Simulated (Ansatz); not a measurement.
## Electronic structure of B₂H₄ (SMILES BB) in real space

Input

```
crystal:
  periodic: [false, false, false]
  atoms:
    - {symbol: B, position_ang: [-0.227425, -0.785893, -0.087274]}
    - {symbol: B, position_ang: [0.240305, 0.764892, 0.072226]}
    - {symbol: H, position_ang: [-1.211725, -1.215887, 0.448992]}
    - {symbol: H, position_ang: [0.391983, -1.572923, -0.749495]}
    - {symbol: H, position_ang: [-0.128772, 1.624305, -0.680503]}
    - {symbol: H, position_ang: [0.977834, 1.121507, 0.949953]}
basis:
  gaussian: {orbitals: def2-TZVPP}
hamiltonian: {xc: pbe0, dispersion: d4}
output: {orbitals: {seedname: orbitals}}
```

Run with:

```sh
ansatz run in.yaml --threads 2 --pin off --events-out ev --progress --plain --max-ram 4352MiB
```

Geometry: PBE0-D4/def2-TZVP.

All numbers below come from Ansatz 0.2.0, RKS PBE0-D4/def2-TZVPP.

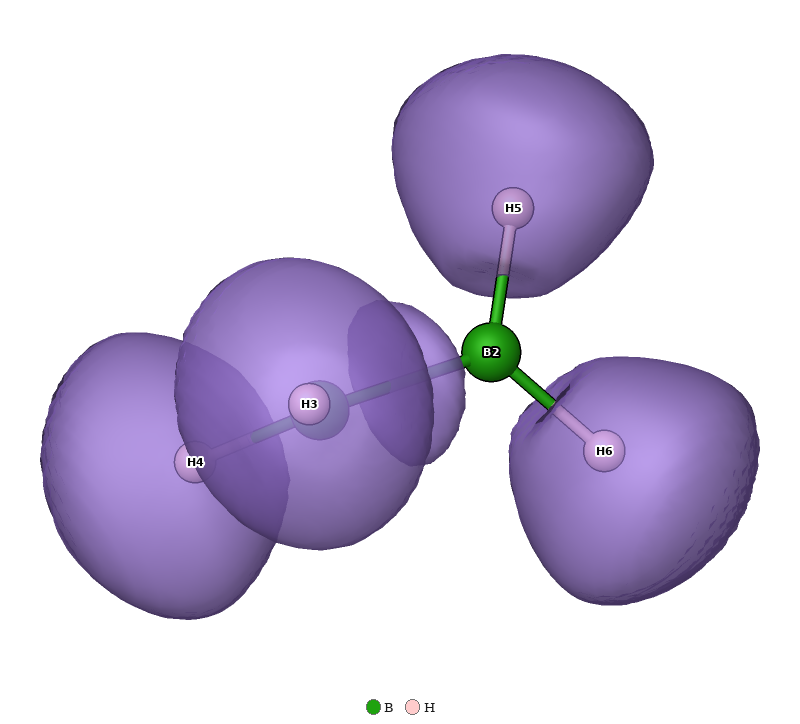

Figure 1. Isosurface of the electron localisation function at 0.9 (purple), seen at a tilt. Core shells and regions of very low density are left out.

Where are the electrons localised?

Answer. At this value the surface marks out one region between bonded B–B atoms (shared pairs) and four regions around hydrogen nuclei. Profiles from the grid: B–B (1.63 Å): the ELF peaks at about 1 between the atoms; a covalent bond. B–H (1.20 Å): the ELF climbs to about 1 towards the hydrogen, as it does in any bond to H (an ordinary covalent bond to hydrogen).

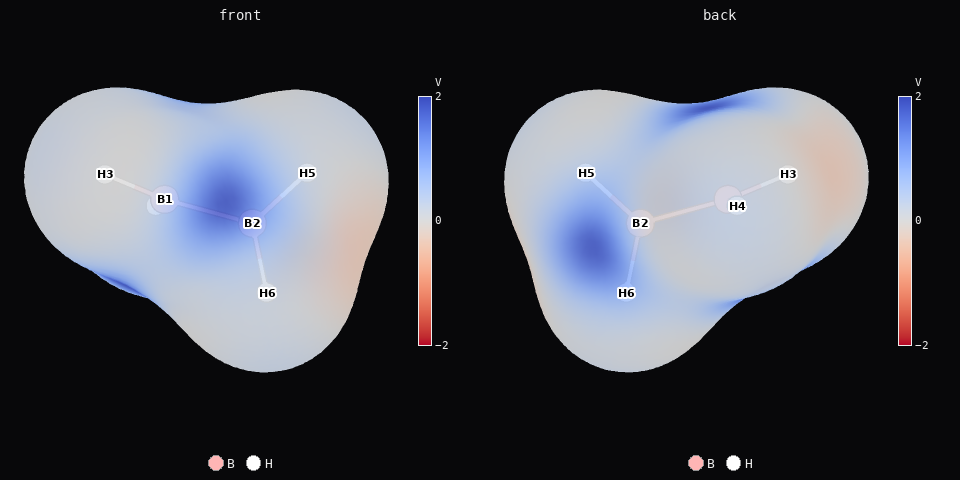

Figure 2. The molecular electrostatic potential painted on the density surface at 0.002 e/bohr³, seen from the front and from behind; red is negative and blue positive.

Describe the electrostatic potential map.

Answer. The most negative region (about −0.3 V, or −7 kcal/mol for a unit charge) lies over H5, the most positive (about +1.8 V, or +42 kcal/mol for a unit charge) over B1 and B2.

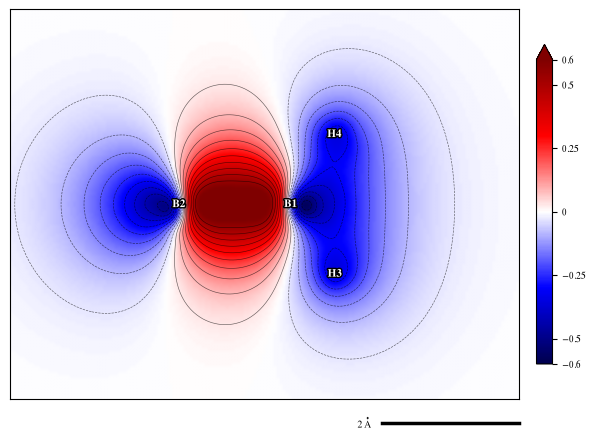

Figure 3. The HOMO on the plane of atoms H3, B1 and H4 (values in Å⁻³ᐟ²; the overall sign is arbitrary).

What is the character of this orbital?

Answer. By Hirshfeld shares it lies mainly on B1 (about 35 %), B2 (about 35 %), H3 (about 5 %), H4 (about 5 %), H5 (about 5 %) and H6 (about 5 %). Its energy is −8.65 eV.

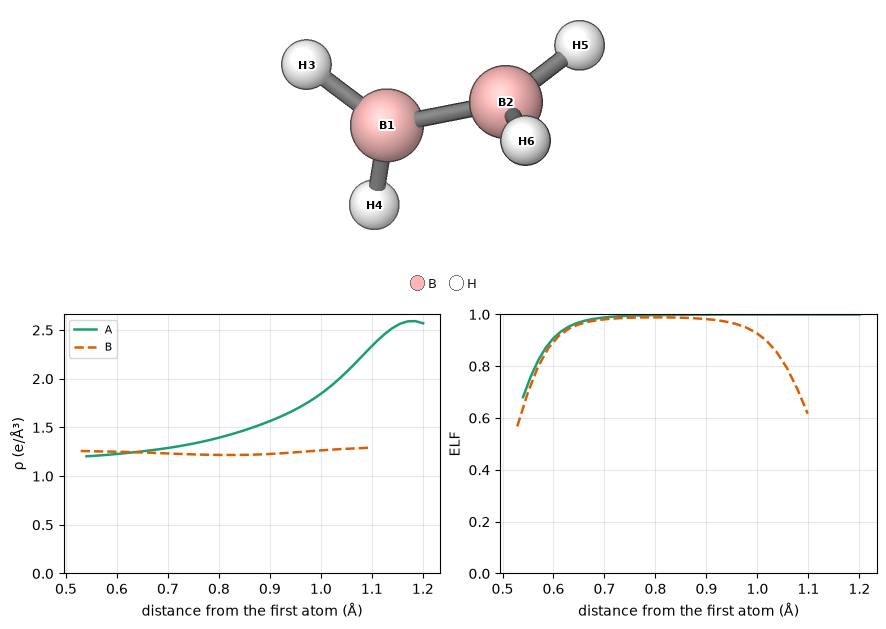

Figure 4. Electron density and electron localisation function along straight lines between neighbouring atoms. The curves leave out the atomic cores. The structure is drawn too.

Which curve belongs to which contact (B–B and B–H)? The first atom named is at distance zero.

Answer. Curve A: B–H (1.20 Å): ρ at the midpoint is about 1.2 e/Å³; the ELF climbs to about 1 towards the hydrogen (a covalent bond by its length). Curve B: B–B (1.63 Å): the density is about 1.2 e/Å³ at the midpoint; the ELF peaks at about 1 between the atoms, as expected for a shared electron pair.
